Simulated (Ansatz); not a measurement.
## Run report: ZrHCl3O, geometry relaxation

System: ZrHCl3O.
Method: RKS PBE0/def2-SVP (Ansatz 0.2.0).

It belongs to a series of runs on one base structure; here: start relaxed.

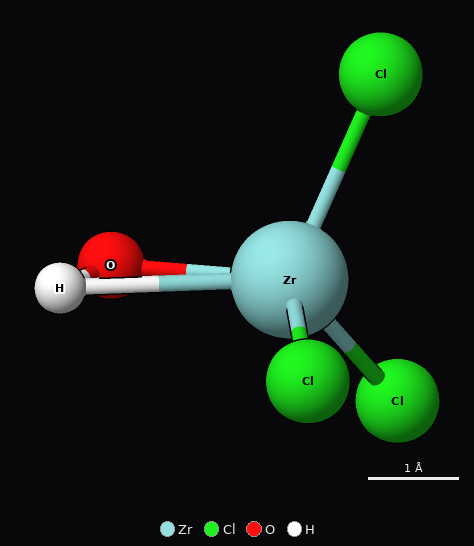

Fig. 1: The structure as given in the input (ball-and-stick view, seen at a tilt). Sticks mark near contacts. Bond lengths as drawn: Cl–Zr 2.52 Å, H–O 1.01 Å, H–Zr 2.59 Å and O–Zr 2.07 Å.

Key numbers

```json
{"quantity": "outcome", "value": "converged"}
{"quantity": "total energy", "value": "−40892.1547 eV"}
{"quantity": "mean-field energy", "value": "−40892.1547 eV"}
{"quantity": "largest force (length of the vector) at the end", "value": "0.005 eV/Å"}
{"quantity": "hardware", "value": "2 threads of AMD EPYC (Zen 5), 24 GiB of memory available, shared host"}
{"quantity": "wall time", "value": "12 s (CPU time 22 s)"}
{"quantity": "peak memory", "value": "0.27 GiB"}
```

The input
```yaml
crystal:
  periodic: [false, false, false]
  atoms:
    - { symbol: Zr, position_ang: [0.0, 0.0, 0.0] }
    - { symbol: Cl, position_ang: [0.0, 0.0, 2.52] }
    - { symbol: Cl, position_ang: [2.3764, 0.0, -0.8392] }
    - { symbol: Cl, position_ang: [-1.1869, 2.0563, -0.8392] }
    - { symbol: O, position_ang: [-0.975, -1.6891, -0.6893] }
    - { symbol: H, position_ang: [-1.4296, -2.1548, 0.0831] }
basis:
  gaussian: { orbitals: def2-SVP }
hamiltonian:
  xc: pbe0
relax:
  f_tol: 0.02
  max_steps: 40
output:
  orbitals: {}
```

Run as:
```bash
ansatz run input.yaml --threads 2 --pin off --max-ram 3072MiB --backend cpu --events-out ev --progress --plain --runs-dir out
```

Log
```
The last accepted step is kept in [file] (removed where the run ends without a failure and the disk answers)
Engine: ansatz 0.2.0, x86_64-unknown-linux-gnu
Functional definition: PBE0
  parameter a = 0.25
  parameter kappa = 0.804
  parameter beta = 0.06672455060314922
  exchange = (1 - a)*pbe_x(kappa = kappa, mu = beta*pi^2/3) + a*exact_x
  correlation = pbe_c(beta = beta)
1050 factors; integrals over basis functions are off by at most 1.9e-4 eV
mean field evaluation 1: about -40883.6995 eV, gradient 5.7e1 eV
mean field evaluation 2: about -40741.9850 eV, gradient 2.5e2 eV
mean field evaluation 4: about -40890.7982 eV, gradient 6.3e0 eV
mean field evaluation 8: about -40890.9252 eV, gradient 2.5e-1 eV
mean field evaluation 16: about -40890.9254 eV, gradient 4.1e-5 eV
mean field -40890.92544405 eV, -1502.7137932039 hartree, gradient 1.0e-5 eV, S^2 0.000000; 0 other end points of the search recorded, 0 dependent functions left out
the calculation of the forces begins
reference -40890.92550811 eV, -1502.7137955583 hartree; 36, 36 occupied and 68, 68 virtual orbitals, 1050 factors
relax step   1: F+E_penalty+E_count = -40890.92544405 eV  Δ(F+E_penalty+E_count) = +0.000e0 eV  max|allowed force component| = 2.814e0 eV/Å  Δτ_max = 0.0000 Å  (30 SCF iters, accepted)
these checks for a lower state are left out or cut short: starts, cluster_reference, orbital_swaps, neighbouring_geometries, increment
1050 factors; integrals over basis functions are off by at most 4.3e-4 eV
mean field -40891.95691220 eV, -1502.7516989595 hartree, gradient 7.6e-6 eV, S^2 0.000000; 0 other end points of the search recorded, 0 dependent functions left out
the calculation of the forces begins
reference -40891.95697552 eV, -1502.7517012862 hartree; 36, 36 occupied and 68, 68 virtual orbitals, 1050 factors
relax step   2: F+E_penalty+E_count = -40891.95691220 eV  Δ(F+E_penalty+E_count) = -1.031e0 eV  max|allowed force component| = 1.398e0 eV/Å  Δτ_max = 0.1950 Å  (33 SCF iters, accepted)
these checks for a lower state are left out or cut short: starts, cluster_reference, orbital_swaps, neighbouring_geometries, increment
1050 factors; integrals over basis functions are off by at most 4.1e-4 eV
mean field evaluation 32: about -40892.0186 eV, gradient 1.1e-5 eV
mean field -40892.01856886 eV, -1502.7539647997 hartree, gradient 1.2e-5 eV, S^2 0.000000; 0 other end points of the search recorded, 0 dependent functions left out
the calculation of the forces begins
reference -40892.01863214 eV, -1502.7539671254 hartree; 36, 36 occupied and 68, 68 virtual orbitals, 1050 factors
relax step   3: F+E_penalty+E_count = -40892.01856886 eV  Δ(F+E_penalty+E_count) = -6.166e-2 eV  max|allowed force component| = 5.876e-1 eV/Å  Δτ_max = 0.0398 Å  (29 SCF iters, accepted)
these checks for a lower state are left out or cut short: starts, cluster_reference, orbital_swaps, neighbouring_geometries, increment
1050 factors; integrals over basis functions are off by at most 4.1e-4 eV
mean field -40892.06174178 eV, -1502.7555513756 hartree, gradient 1.6e-5 eV, S^2 0.000000; 0 other end points of the search recorded, 0 dependent functions left out
the calculation of the forces begins
reference -40892.06180506 eV, -1502.7555537010 hartree; 36, 36 occupied and 68, 68 virtual orbitals, 1050 factors
relax step   4: F+E_penalty+E_count = -40892.06174178 eV  Δ(F+E_penalty+E_count) = -4.317e-2 eV  max|allowed force component| = 4.364e-1 eV/Å  Δτ_max = 0.0931 Å  (29 SCF iters, accepted)
these checks for a lower state are left out or cut short: starts, cluster_reference, orbital_swaps, neighbouring_geometries, increment
1050 factors; integrals over basis functions are off by at most 4.1e-4 eV
mean field -40892.08054333 eV, -1502.7562423195 hartree, gradient 1.4e-5 eV, S^2 0.000000; 0 other end points of the search recorded, 0 dependent functions left out
the calculation of the forces begins
reference -40892.08060664 eV, -1502.7562446462 hartree; 36, 36 occupied and 68, 68 virtual orbitals, 1050 factors
relax step   5: F+E_penalty+E_count = -40892.08054333 eV  Δ(F+E_penalty+E_count) = -1.880e-2 eV  max|allowed force component| = 1.528e0 eV/Å  Δτ_max = 0.1944 Å  (30 SCF iters, accepted)
these checks for a lower state are left out or cut short: starts, cluster_reference, orbital_swaps, neighbouring_geometries, increment
1050 factors; integrals over basis functions are off by at most 4.0e-4 eV
mean field -40892.15129776 eV, -1502.7588424969 hartree, gradient 1.5e-5 eV, S^2 0.000000; 0 other end points of the search recorded, 0 dependent functions left out
the calculation of the forces begins
reference -40892.15136138 eV, -1502.7588448350 hartree; 36, 36 occupied and 68, 68 virtual orbitals, 1050 factors
relax step   6: F+E_penalty+E_count = -40892.15129776 eV  Δ(F+E_penalty+E_count) = -7.075e-2 eV  max|allowed force component| = 1.928e-1 eV/Å  Δτ_max = 0.2000 Å  (30 SCF iters, accepted)
these checks for a lower state are left out or cut short: starts, cluster_reference, orbital_swaps, neighbouring_geometries, increment
1050 factors; integrals over basis functions are off by at most 4.0e-4 eV
mean field -40892.15440855 eV, -1502.7589568163 hartree, gradient 1.5e-5 eV, S^2 0.000000; 0 other end points of the search recorded, 0 dependent functions left out
the calculation of the forces begins
reference -40892.15447214 eV, -1502.7589591534 hartree; 36, 36 occupied and 68, 68 virtual orbitals, 1050 factors
relax step   7: F+E_penalty+E_count = -40892.15440855 eV  Δ(F+E_penalty+E_count) = -3.111e-3 eV  max|allowed force component| = 5.754e-2 eV/Å  Δτ_max = 0.0640 Å  (30 SCF iters, accepted)
these checks for a lower state are left out or cut short: starts, cluster_reference, orbital_swaps, neighbouring_geometries, increment
1050 factors; integrals over basis functions are off by at most 4.0e-4 eV
mean field evaluation 64: about -40892.1545 eV, gradient 1.9e-1 eV
mean field -40892.15461175 eV, -1502.7589642837 hartree, gradient 1.3e-5 eV, S^2 0.000000; 0 other end points of the search recorded, 0 dependent functions left out
the calculation of the forces begins
reference -40892.15467533 eV, -1502.7589666205 hartree; 36, 36 occupied and 68, 68 virtual orbitals, 1050 factors
relax step   8: F+E_penalty+E_count = -40892.15461175 eV  Δ(F+E_penalty+E_count) = -2.032e-4 eV  max|allowed force component| = 4.133e-3 eV/Å  Δτ_max = 0.0124 Å  (32 SCF iters, accepted)
```

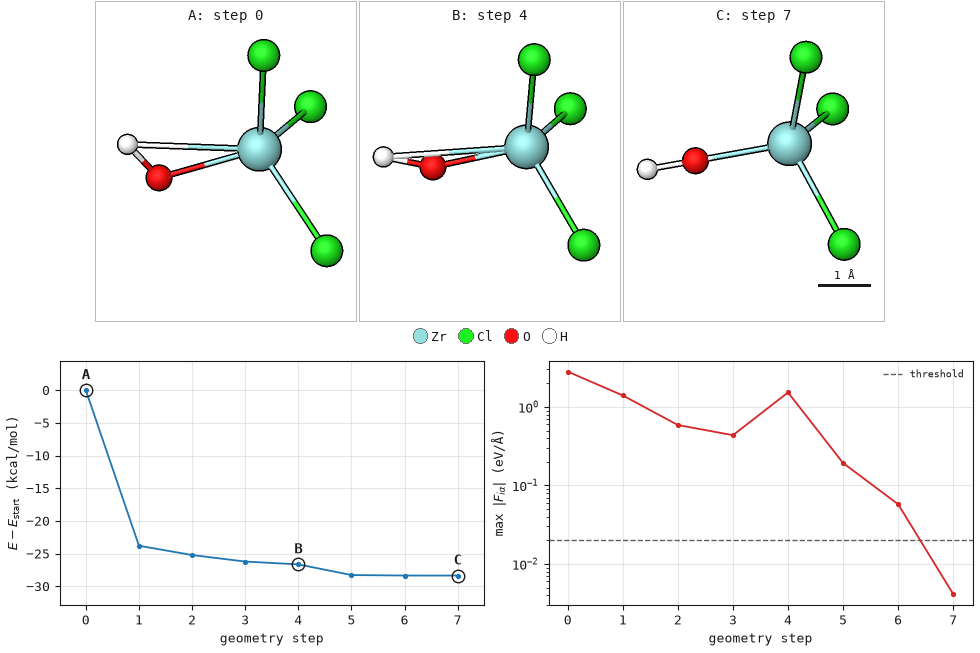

Fig. 2: Frames of the relaxation (ball-and-stick view, seen at a tilt) above the curves, on which the letters mark them (the first geometry is step 0 here and step 1 in the log).

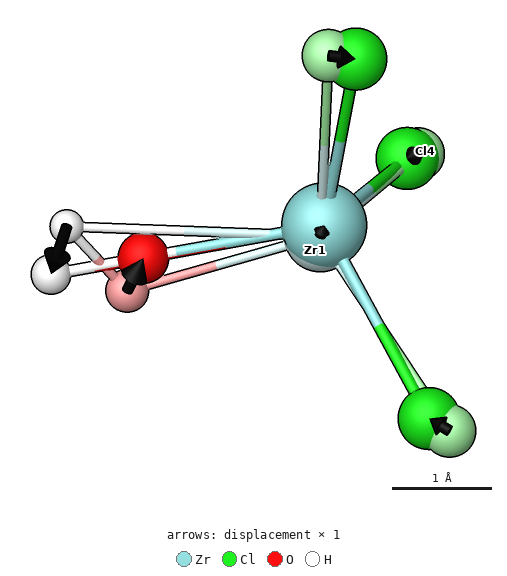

Fig. 3: Start (faint) and end (solid) with the displacements as black arrows, at true length (ball-and-stick view, seen at a tilt). The two geometries are laid on each other by the best rigid fit. The energy falls by 28.3 kcal/mol in 7 geometry steps. The largest force component goes from 2.8 to 0.0041 eV/Å. The largest move after the best rigid fit is that of H6, 0.61 Å. By element the largest moves are H 0.61 Å, O 0.43 Å, Cl 0.29 Å, Zr 0.14 Å. Among the contacts that change: Zr1–H6 2.587 → 2.837 Å, Zr1–O5 2.069 → 1.879 Å, Zr1–Cl2 2.520 → 2.343 Å, O5–H6 1.010 → 0.959 Å. Among the angles that change: Zr1–O5–H6 109.5° → 179.8°, Zr1–H6–O5 48.9° → 0.1°, O5–Zr1–H6 21.6° → 0.1°. (Atoms are counted from 1 in the order of the input.)

```
1050 factors; integrals over basis functions are off by at most 4.0e-4 eV
mean field -40892.15461175 eV, -1502.7589642837 hartree, gradient 1.3e-5 eV, S^2 0.000000; 1 other end points of the search recorded, 0 dependent functions left out
the calculation of the forces begins
reference -40892.15467533 eV, -1502.7589666205 hartree; 36, 36 occupied and 68, 68 virtual orbitals, 1050 factors
Total energy: -40892.15467533 eV, -1502.7589666205 hartree
Atom 0 at     0.003217     0.041377     0.126038 Å, force     0.000438     0.000864     0.000405 eV/Å
Atom 1 at     0.150440     0.258255     2.454794 Å, force     0.000714     0.001277    -0.000469 eV/Å
Atom 2 at     2.149414    -0.108550    -0.803305 Å, force    -0.000779     0.000124     0.000622 eV/Å
Atom 3 at    -1.137367     1.876995    -0.780516 Å, force     0.000565    -0.000428     0.000698 eV/Å
Atom 4 at    -0.947489    -1.527318    -0.279132 Å, force    -0.002444    -0.004133    -0.000673 eV/Å
Atom 5 at    -1.433315    -2.328360    -0.482479 Å, force     0.001506     0.002296    -0.000583 eV/Å
Dipole moment:    -0.325637    -0.537172    -0.137681 e Å
```

Trajectory as extended XYZ (Å, eV, eV/Å), 8 frames, from step=1 to step=8
```
6
Properties=species:S:1:pos:R:3:forces:R:3 step=1 energy=-40890.92544
Zr    0.0000    0.0000    0.0000   -0.2126  -0.5499  -0.4766
Cl    0.0000    0.0000    2.5200   -0.0599  -0.0670  -2.3018
Cl    2.3764    0.0000   -0.8392   -2.1784  -0.0114   0.7522
Cl   -1.1869    2.0563   -0.8392    1.0543  -1.8672   0.7575
O    -0.9750   -1.6891   -0.6893    0.7174   1.9165   2.8144
H    -1.4296   -2.1548    0.0831    0.6792   0.5790  -1.5459
6
Properties=species:S:1:pos:R:3:forces:R:3 step=2 energy=-40891.95691
Zr    0.0138    0.0170    0.0029   -0.1968  -0.3529  -0.2380
Cl   -0.0082   -0.0086    2.3254   -0.0234  -0.0169   0.2838
Cl    2.1968   -0.0008   -0.7790    0.3526  -0.0205  -0.1449
Cl   -1.0985    1.9002   -0.7762   -0.1764   0.2717  -0.1168
O    -0.9101   -1.5638   -0.5942   -0.5962  -0.5124   1.3976
H    -1.4090   -2.1315    0.0565    0.6402   0.6310  -1.1817
6
Properties=species:S:1:pos:R:3:forces:R:3 step=3 energy=-40892.01857
Zr    0.0194    0.0238    0.0096   -0.0422  -0.1203  -0.1594
Cl   -0.0148   -0.0053    2.3456    0.0009   0.0059   0.0409
Cl    2.2128   -0.0126   -0.7997    0.0542  -0.0133  -0.0247
Cl   -1.1128    1.9110   -0.7833   -0.0361   0.0345  -0.0183
O    -0.9032   -1.5578   -0.5572   -0.0823   0.0651   0.5876
H    -1.4165   -2.1467    0.0205    0.1055   0.0281  -0.4261
6
Properties=species:S:1:pos:R:3:forces:R:3 step=4 energy=-40892.06174
Zr    0.0278    0.0381    0.0247   -0.0153  -0.0141  -0.1000
Cl    0.0006    0.0301    2.3658    0.0230   0.0216  -0.0331
Cl    2.2211   -0.0337   -0.8084   -0.0509   0.0020   0.0221
Cl   -1.1283    1.9134   -0.7833    0.0339  -0.0398   0.0176
O    -0.9028   -1.5333   -0.5110   -0.1224  -0.0777   0.4364
H    -1.4335   -2.2021   -0.0524    0.1317   0.1080  -0.3430
6
Properties=species:S:1:pos:R:3:forces:R:3 step=5 energy=-40892.08054
Zr    0.0239    0.0527    0.0556    0.0740   0.0215   0.0005
Cl    0.0630    0.1195    2.3945    0.0158   0.0296   0.0147
Cl    2.2060   -0.0519   -0.8002   -0.0138   0.0069   0.0011
Cl   -1.1298    1.9135   -0.7795   -0.0101   0.0213  -0.0129
O    -0.9020   -1.5157   -0.4237   -1.1469  -1.5277   0.5144
H    -1.4761   -2.3057   -0.2113    1.0809   1.4484  -0.5178
6
Properties=species:S:1:pos:R:3:forces:R:3 step=6 energy=-40892.15130
Zr    0.0088    0.0409    0.1030    0.0702   0.1269   0.0431
Cl    0.1259    0.2224    2.4363    0.0065   0.0045  -0.0105
Cl    2.1684   -0.0878   -0.8019   -0.0109  -0.0077  -0.0002
Cl   -1.1323    1.8903   -0.7775    0.0015  -0.0133  -0.0021
O    -0.9358   -1.5236   -0.3164   -0.1285  -0.1928   0.0021
H    -1.4501   -2.3298   -0.4081    0.0613   0.0823  -0.0325
6
Properties=species:S:1:pos:R:3:forces:R:3 step=7 energy=-40892.15441
Zr    0.0059    0.0447    0.1227   -0.0354  -0.0575  -0.0091
Cl    0.1448    0.2490    2.4527    0.0061   0.0100   0.0017
Cl    2.1528   -0.1075   -0.8046    0.0026   0.0043   0.0010
Cl   -1.1387    1.8787   -0.7820    0.0032   0.0045   0.0013
O    -0.9450   -1.5251   -0.2831    0.0284   0.0486   0.0139
H    -1.4348   -2.3274   -0.4702   -0.0049  -0.0100  -0.0087
6
Properties=species:S:1:pos:R:3:forces:R:3 step=8 energy=-40892.15461
Zr    0.0032    0.0414    0.1260    0.0004   0.0009   0.0004
Cl    0.1504    0.2583    2.4548    0.0007   0.0013  -0.0005
Cl    2.1494   -0.1085   -0.8033   -0.0008   0.0001   0.0006
Cl   -1.1374    1.8770   -0.7805    0.0006  -0.0004   0.0007
O    -0.9475   -1.5273   -0.2791   -0.0024  -0.0041  -0.0007
H    -1.4333   -2.3284   -0.4825    0.0015   0.0023  -0.0006
```

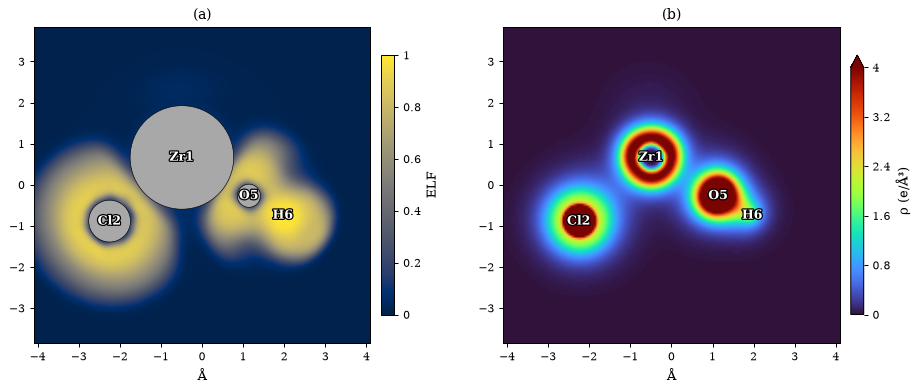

Fig. 4: (a) electron localisation function; (b) electron density on the plane of atoms Cl2, Zr1 and O5. Grey discs, where drawn, cover atomic cores. The section cuts through Zr, Cl, O and H sites. Zr–O (1.88 Å): ρ is about 0.98 e/Å³ halfway; the ELF peaks at about 0.80 in the valence shell of O, 0.5 Å from its nucleus, and drops to about 0.20 between the two atoms. Zr–Cl (2.34 Å): ρ at the midpoint is about 0.58 e/Å³; the ELF peaks at about 0.85 in the valence shell of Cl, 0.8 Å from its nucleus, and is about 0.35 at the midpoint. O–H (0.96 Å): ρ at the midpoint is about 3.7 e/Å³, with its minimum of 2.3 e/Å³ about 0.8 Å from O; the ELF climbs to about 1 towards the hydrogen, as it does in any bond to H (a covalent bond by its length).

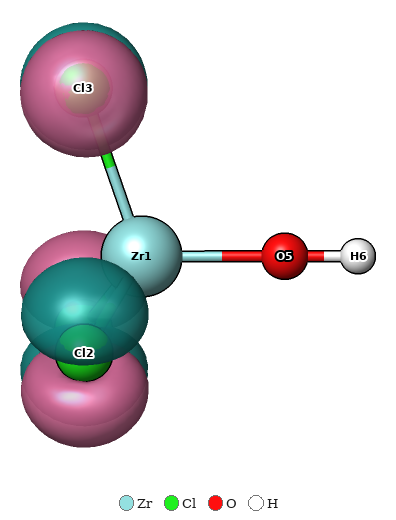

Fig. 5: One frontier orbital at ±0.15 Å⁻³ᐟ² (teal and pink are the two phases), seen from the side. The HOMO, at −9.23 eV.

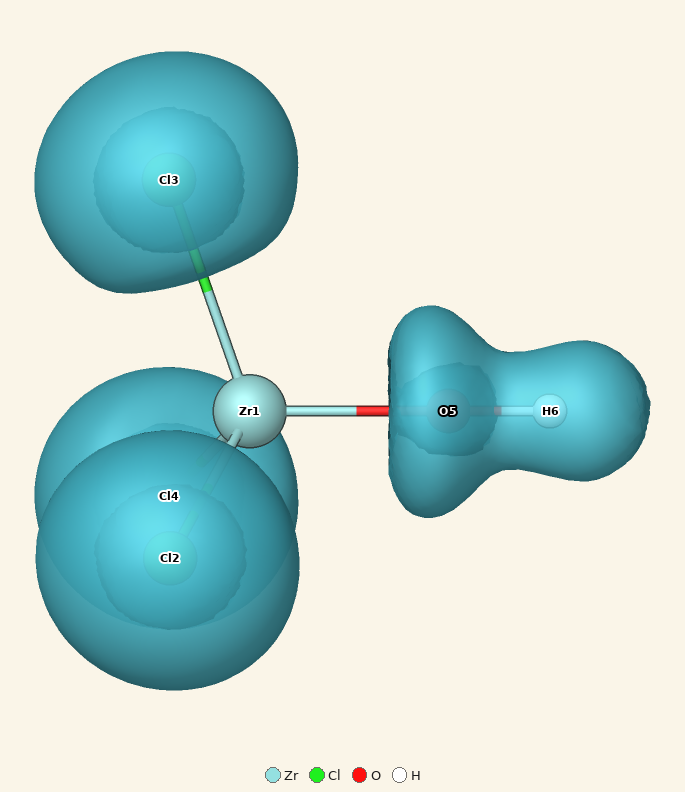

Fig. 6: Isosurface of the electron localisation function at 0.75 (cyan), seen from the side. Core shells and regions of very low density are left out. Profiles from the grid: Zr–O (1.88 Å): the ELF peaks at about 0.80 in the valence shell of O, 0.5 Å from its nucleus, and drops to about 0.20 between the two atoms. Zr–Cl (2.34 Å): the ELF peaks at about 0.85 in the valence shell of Cl, 0.8 Å from its nucleus, and is about 0.35 at the midpoint.
